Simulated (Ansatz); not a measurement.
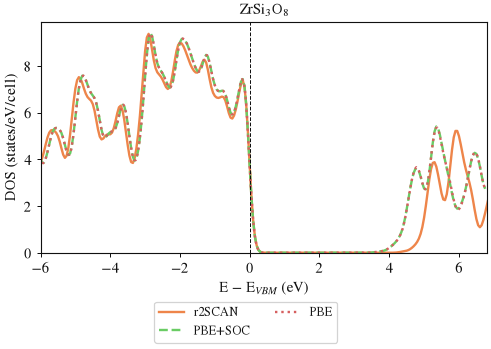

Total densities of states of ZrSi$_{3}$O$_{8}$, space group Pmm2 (No. 25), 12 atoms in the cell, tetragonal host type, by three methods on the same cell. The curves are built from the levels of the k mesh with Gaussians 0.3 eV wide, which also blur the band edges. Each is counted from its own valence-band top.

### How do the methods compare?

r2SCAN gives a gap of 4.43 eV, PBE+SOC gives a gap of 3.73 eV and PBE gives a gap of 3.73 eV.

Settings. r2SCAN: DFT, r2SCAN, plane waves, PAW, no spin polarisation, 8×4×4 k mesh, 500 eV cutoff (Ansatz 0.2.0). PBE+SOC: DFT, PBE with spin-orbit coupling, plane waves, PAW, 8×4×4 k mesh, 420 eV cutoff (Ansatz). PBE: DFT, PBE, plane waves, PAW, no spin polarisation, 8×4×4 k mesh, 420 eV cutoff (Ansatz 0.2.0).
